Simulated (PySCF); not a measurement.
C8H18O4W

Input

```
{"job": {"kind": "uv", "xc": "CAM-B3LYP", "basis": "def2-SVPD", "ip": false, "nstates": 10}, "charge": 0, "multiplicity": 1}
W      0.412001    -0.010631     0.808501
O     -0.026470     0.039786     2.462733
O      2.123382    -0.064350     0.767207
O     -0.202681     1.518046    -0.059789
C     -0.091137     2.945633    -0.108995
C      1.286387     3.288871    -0.658129
C     -1.197282     3.421190    -1.040041
C     -0.281825     3.489624     1.300447
H      1.413998     4.379221    -0.728244
H      2.077058     2.888660    -0.005497
H      1.416679     2.858338    -1.661869
H     -1.075263     2.973402    -2.036814
H     -1.172769     4.516059    -1.141852
H     -2.180621     3.127422    -0.644873
H      0.509244     3.124993     1.973818
H     -1.253043     3.173697     1.708473
H     -0.246100     4.589053     1.296192
O     -0.306814    -1.527196    -0.004837
C     -0.151281    -2.945963    -0.125148
C      0.138077    -3.517153     1.257628
C     -1.469069    -3.470685    -0.676127
C      1.001877    -3.205399    -1.085156
H      0.214927    -4.613531     1.214361
H      1.088524    -3.123700     1.651462
H     -0.665219    -3.252320     1.961253
H     -2.291835    -3.236012     0.014675
H     -1.424737    -4.561175    -0.813054
H     -1.688436    -3.004582    -1.647678
H      1.932729    -2.764414    -0.697462
H      0.788091    -2.761781    -2.068836
H      1.160180    -4.285834    -1.218870
```

Launched as:

```sh
OMP_NUM_THREADS=2 python probes_run.py task.json out
```

Geometry: PBE0-D3(BJ)/def2-SVP; core potentials replace the inner electrons of W.

Computed with PySCF 2.14.0, CAM-B3LYP/def2-SVPD, SCF density, gas phase, scalar-relativistic core potentials on the heavy atoms.

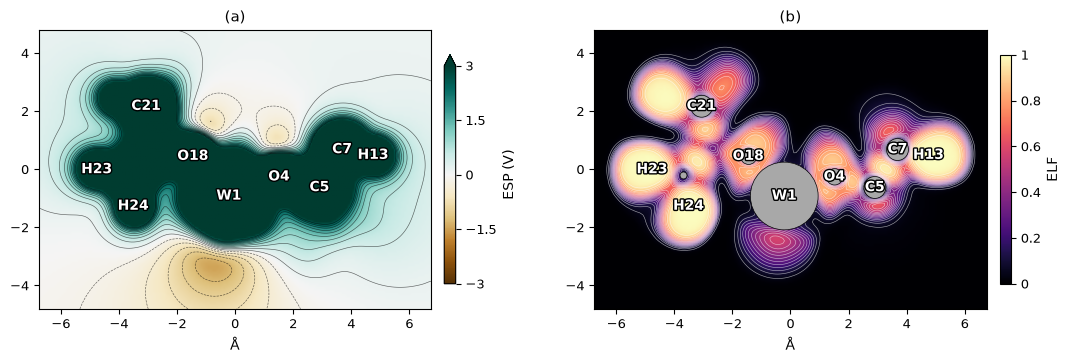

Figure 1. (a) electrostatic potential; (b) ELF on the plane of atoms C5, C7 and H13. Grey discs cover the atomic cores in the ELF map.

Question: What do the fields say about this system?

Answer: The plane passes through W, O, C and H nuclei. C–O (1.43 Å): the ELF peaks at about 0.90 between the atoms: a polar covalent bond. C–C (1.52 Å): the ELF peaks at about 0.95 between the atoms, as expected for a shared electron pair. C–H (1.10 Å): the ELF climbs to about 1 towards the hydrogen, as it does in any bond to H; an ordinary covalent bond to hydrogen. W–O (1.86 Å): the ELF peaks at about 0.80 in the valence shell of O, 0.5 Å from its nucleus, and drops to about 0.25 between the two atoms. Outside the dense part of the molecule the potential is most negative (−1.5 V) near O3, which lies off the plane.

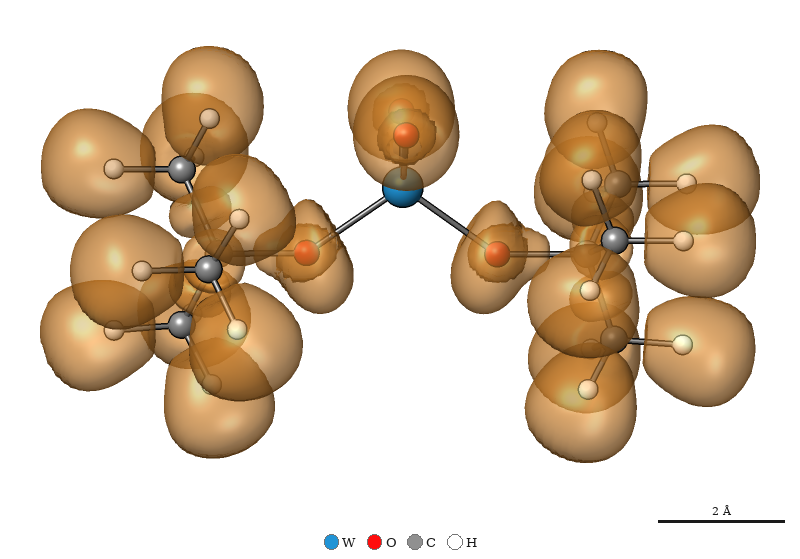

Figure 2. Isosurface of the electron localisation function at 0.75 (orange), seen across its widest extent. Core shells and regions of very low density are left out.

Question: Identify the bonds, lone pairs and shells in this picture.

Answer: At this value the surface marks out six regions between bonded C–C atoms (shared pairs), 18 regions around hydrogen nuclei, two regions on O in which the atom's valence shell and bonds are merged and two regions wrapped around O (the valence shell of each).

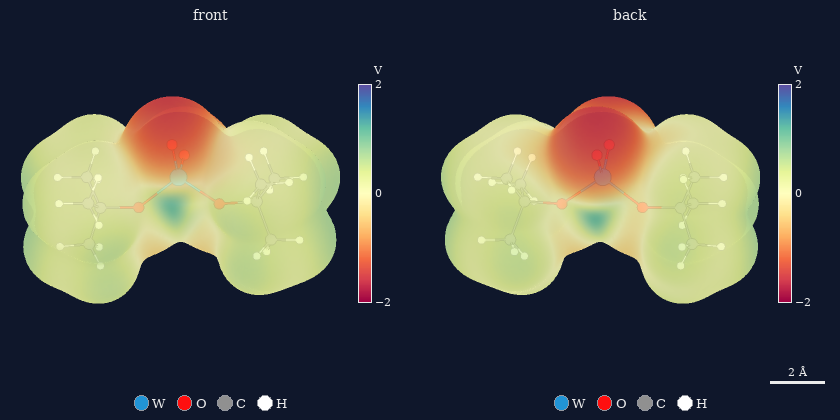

Figure 3. The molecular electrostatic potential painted on the density surface at 0.001 e/bohr³, seen from the front and from behind; red is negative and blue positive.

Question: Which sites attract a positive test charge, and which a negative one?

Answer: A positive charge is drawn to the negative regions and a negative charge to the positive ones. The most negative region (about −1.6 V) lies over O2, the most positive (about +1.0 V) over W1. O2 is the likeliest acceptor of a hydrogen bond.

Question: What dipole moment does the calculation give?

Answer: Its dipole moment is 3.35 D.
